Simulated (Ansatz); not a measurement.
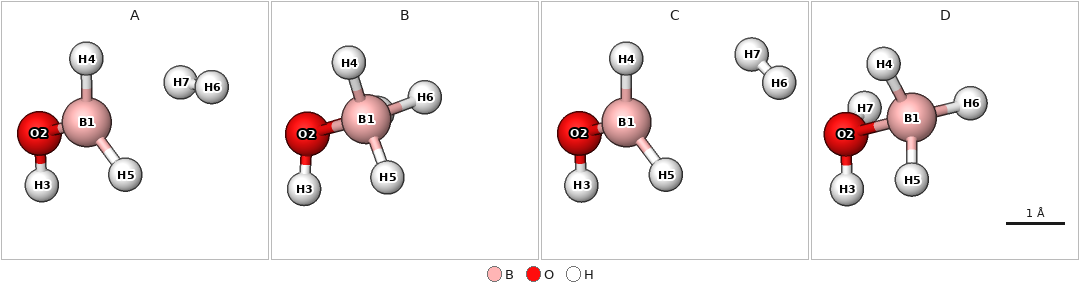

4 geometries from a converged minimum-energy path of BH5O, made up at the start of BH$_{3}$O and H$_{2}$, shuffled. A ball-and-stick model, seen from a free direction.

The calculation used RKS PBE-D4/def2-SVPD in Ansatz. Set-up: 5 movable images; climbing image; force threshold 0.03 eV/Å; iteration limit 60; starting path through a guess of the saddle point.

> One of them is the converged climbing image. Which?

B. In order along the path, whose images run from 0 to 6: C (image 0, 0.0 kJ/mol), A (image 1, +3.8 kJ/mol), B (image 3, +127.9 kJ/mol), D (image 5, +56.9 kJ/mol). Breaking: H6–H7 (0.77 → 1.05 at the top → 2.53 Å). Forming: B1–H6 (2.98 → 1.35 at the top → 1.23 Å), O2–H7 (3.33 → 1.28 at the top → 0.98 Å).

Limits of the set-up: the start holds two separate molecules, 2.9 Å apart at their closest, whose relative position is a soft coordinate.

The run took 66 s on 1 thread of Arm Neoverse V2, with other jobs on the host, peak memory 0.12 GiB.
